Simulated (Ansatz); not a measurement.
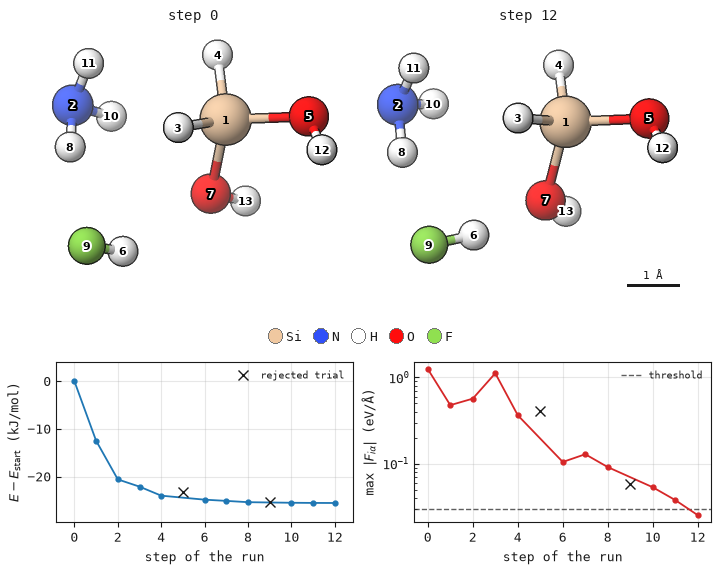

First and last geometry of a relaxation of SiNH$_{8}$O$_{2}$F, with the history of the run. Style: ball-and-stick. Shown at a tilt.

The run prepares an end point of a later path (reaction) calculation, from a guessed geometry.

Theory: RKS PBE-D4/def2-SVP (Ansatz 0.2.0).

Input
```yaml
crystal:
  periodic: [false, false, false]
  atoms:
    - { symbol: Si, position_ang: [0.253817, -0.638072, 0.917336] }
    - { symbol: "N", position_ang: [-1.661127, -0.048914, -1.483784] }
    - { symbol: H, position_ang: [0.909166, -1.111054, -0.331455] }
    - { symbol: H, position_ang: [-1.111057, -1.175079, 1.199354] }
    - { symbol: O, position_ang: [1.131215, -1.094211, 2.273198] }
    - { symbol: H, position_ang: [1.045086, 1.564305, -1.295887] }
    - { symbol: O, position_ang: [0.249722, 1.091928, 0.759691] }
    - { symbol: H, position_ang: [-0.747797, 0.246076, -1.84198] }
    - { symbol: F, position_ang: [1.194339, 1.192554, -2.124152] }
    - { symbol: H, position_ang: [-1.796425, 0.45275, -0.598748] }
    - { symbol: H, position_ang: [-1.600341, -1.046493, -1.264124] }
    - { symbol: H, position_ang: [2.094508, -0.984095, 2.202263] }
    - { symbol: H, position_ang: [0.038893, 1.550207, 1.588388] }
basis:
  gaussian: { orbitals: def2-SVP }
hamiltonian:
  xc: pbe
  dispersion: d4
relax:
  f_tol: 0.03
  max_steps: 50
```

Launched with:
```bash
ansatz run input.yaml --threads 2 --pin off --max-ram 3072MiB --backend cpu --events-out ev --progress --plain --runs-dir out
```

Did the run converge, and what did it change?

Answer. It converged. After 10 accepted moves (12 points after the start) the energy has fallen by 25.5 kJ/mol. Largest force component: 1.3 eV/Å at the start, 0.025 eV/Å at the end. The line search rejected the trial steps at points 5, 9 of the run. The largest move after the best rigid fit is that of H6, 0.46 Å. Largest moves by element: H 0.46 Å, F 0.38 Å, O 0.35 Å, N 0.19 Å, Si 0.12 Å. Near-neighbour distances that change, for instance: H6–F9 0.920 → 0.960 Å, Si1–O7 1.737 → 1.707 Å, Si1–O5 1.678 → 1.672 Å, Si1–H3 1.488 → 1.493 Å. Among the angles between lasting bonds that change: Si1–O7–H13 113.2° → 117.1°. Groups turn about Si1–O7 by about 20°.
